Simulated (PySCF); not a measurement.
**C4H6, SMILES `C=CC=C`: what the electrons do**

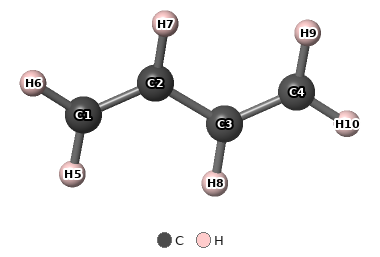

The molecule, with its atoms numbered as below. No frequency check shows the geometry to be a minimum.

Cartesian coordinates (Å):

```
C1       1.8282    0.1074    0.0000
C2       0.6013   -0.4022    0.0000
C3      -0.6013    0.4022    0.0000
C4      -1.8282   -0.1074    0.0000
H5       1.9962    1.1722    0.0000
H6       2.7066   -0.5150    0.0000
H7       0.4561   -1.4750    0.0000
H8      -0.4561    1.4750    0.0000
H9      -1.9962   -1.1722    0.0000
H10     -2.7066    0.5150    0.0000
```

Part 1: Bonding charge

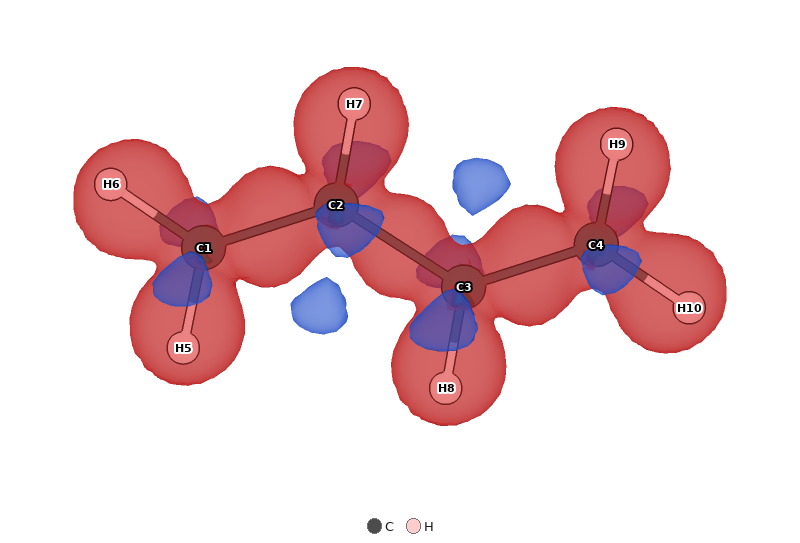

Deformation density (molecule less spherical, spin-averaged free atoms at the same positions), surfaces at ±0.1 e/Å³; red: gain, blue: loss.

Method: CAM-B3LYP/6-311G**; geometry: GFN2-xTB; program: PySCF.

**How much density has each bond gained at its critical point, relative to the free atoms?**

C1–H6 and C4–H10: +0.74 e/Å³ at the bond critical point (bond length 1.08 Å, Mayer order 1.0). C2–H7 and C3–H8: +0.74 e/Å³ at the bond critical point (bond length 1.08 Å, Mayer order 1.0). C1–H5 and C4–H9: +0.73 e/Å³ at the bond critical point (bond length 1.08 Å, Mayer order 1.0). C1–C2 and C3–C4: +0.72 e/Å³ at the bond critical point (bond length 1.33 Å, Mayer order 1.9). C2–C3: +0.57 e/Å³ at the bond critical point (bond length 1.45 Å, Mayer order 1.1). In all, 2.3 electrons gather in the regions of gain relative to the promolecule.

**Where do the Hirshfeld charges lie?**

The highest Hirshfeld charge is on H7 and H8 (+0.05 e), the lowest on C1 and C4 (−0.10 e).

Part 2: Bond critical points

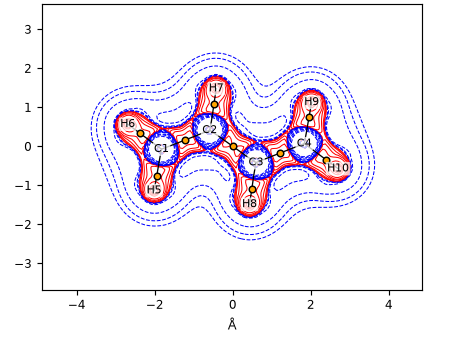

Negative Laplacian of the density (−∇²ρ) in the molecular plane (solid red lines positive, dashed blue lines negative, contours at ±0.02 to ±8 a.u.), with bond paths and bond critical points (dots).

**At which bond critical points in this plane is charge locally concentrated, and at which depleted?**

Concentrated (∇²ρ < 0): C1–C2 and C3–C4 (−1.04 a.u.); C1–H6 and C4–H10 (−0.99 a.u.); C2–C3 (−0.77 a.u.); C1–H5 and C4–H9 (−0.98 a.u.); C2–H7 and C3–H8 (−0.98 a.u.). At none is it depleted.

**Where along C1–H6 does the critical point lie?**

0.69 Å from C1 and 0.39 Å from H6.

Part 3: Electrostatic potential

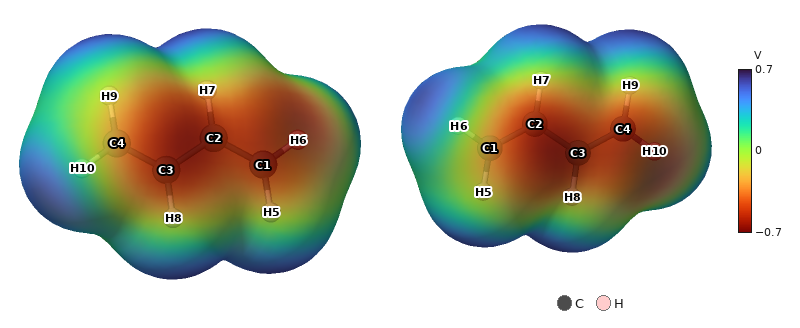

Electrostatic potential on the surface of electron density 0.001 a.u. (back view left, front view right).

**Where are the extremes of the potential on the surface?**

Highest: 0.59 V, 1.4 Å from H5. Lowest: −0.65 V, off the C3–C4 bond (2.2 Å from its atoms), and at like points elsewhere. The surface is sampled at points, so like sites can differ by a few per cent and only the strongest of them is named.

**What volume does the surface enclose, and what is the dipole moment?**

About 98 Å³; the dipole moment is 0.0 D.

Part 4: Excited states

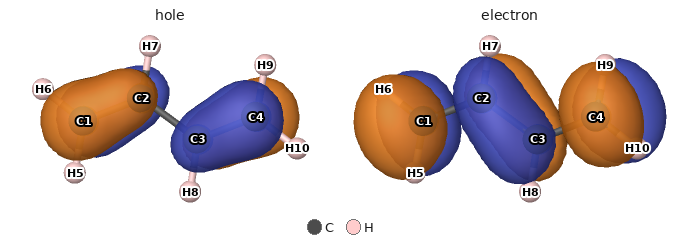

Leading natural transition orbital pair of S₁ (full linear response singlet states); the surfaces enclose about 70 % of each orbital's density.

Level of theory: ωB97X/def2-SVPD (PySCF), at a geometry from GFN2-xTB.

**What kind of excitation is it, and where does it lie?**

6.11 eV (203 nm), f = 0.742 (bright), π → π*; the leading pair carries 97 %; hole on C1 and C4 (27 % each) and C2 and C3 (17 % each), electron on C1 and C4 (24 % each) and C2 and C3 (16 % each); their centroids lie 0.0 Å apart. The HOMO–LUMO gap is 10.37 eV.

Part 5: Removing or adding an electron

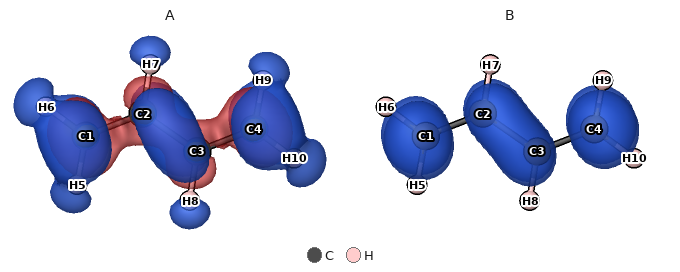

The Fukui function f⁺ from two separate SCF calculations and the density of the LUMO, at ±0.02 e/Å³ (blue positive, red negative).

Method: PBE0/6-31G*; geometry: GFN2-xTB; program: PySCF.

**Which panel is which, and how good is the frozen-orbital picture?**

A is f⁺ (it has negative regions), B the LUMO density. The LUMO lies on C1 and C4 (26 % each) and C2 and C3 (17 % each); f⁺ (Hirshfeld-condensed) is largest on C1 and C4 (0.19 each) and C2 and C3 (0.11 each); the vertical electron affinity is −1.72 eV (the stability of the anion's solution wasn't checked; negative, but this basis has no diffuse functions, so it doesn't show that the anion is unbound). Relaxation shifts 25 % of the electron between atoms. The orbital energy is −0.39 eV.

The PySCF runs shown took 6 s, 4.9 min and 41 s on 1 thread of Intel(R) Xeon(R) 6975P-C (Granite Rapids), on a shared host.
